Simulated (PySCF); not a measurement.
```yaml
atoms:
  - { symbol: O, position_ang: [-2.0259, -0.8656, -0.9440] }
  - { symbol: C, position_ang: [-1.5035, -0.7155, 0.3458] }
  - { symbol: C, position_ang: [-0.1430, -0.1298, 0.3295] }
  - { symbol: N, position_ang: [0.4268, 0.3188, -0.7355] }
  - { symbol: C, position_ang: [1.7177, 0.8131, -0.3333] }
  - { symbol: C, position_ang: [1.6861, 0.5316, 1.1326] }
  - { symbol: N, position_ang: [0.6148, -0.0091, 1.5083] }
  - { symbol: H, position_ang: [-1.4806, -0.3399, -1.5458] }
  - { symbol: H, position_ang: [-2.1510, -0.0615, 0.9530] }
  - { symbol: H, position_ang: [-1.4734, -1.6963, 0.8364] }
  - { symbol: H, position_ang: [1.8157, 1.8771, -0.5519] }
  - { symbol: H, position_ang: [2.5176, 0.2764, -0.8446] }
```

Geometry: GFN2-xTB.

Theory: PySCF, UKS B3LYP, pcH-1 on C H N O, non-relativistic, mean-field spin-orbit, GIAO.

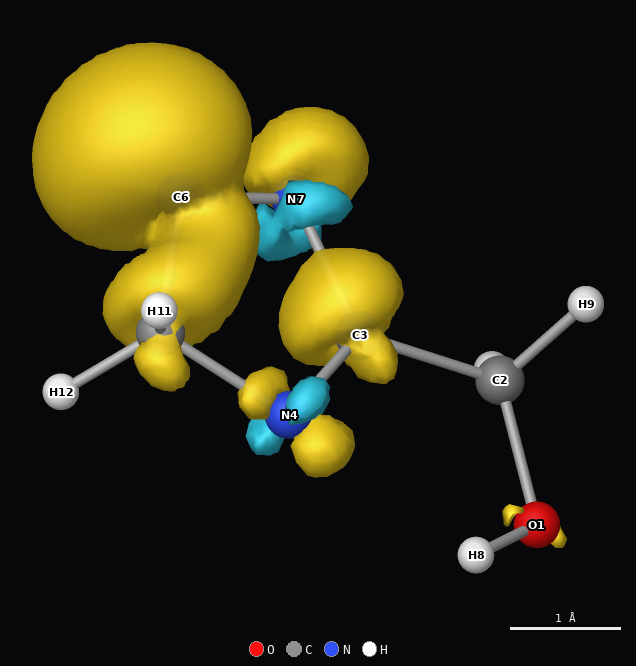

C$_{4}$H$_{5}$N$_{2}$O (SMILES OCC1=NC[C]=N1) (doublet). Isosurfaces of the spin density (α minus β) at +0.03 (yellow) and −0.03 e/Å³ (cyan), seen at a tilt.

Q: Where is the unpaired spin?

A: The unpaired spin (1 electron) lies mostly on C6 (about 0.7), C5 (about 0.1) and N7 (about 0.1), in electrons by Hirshfeld's partition.
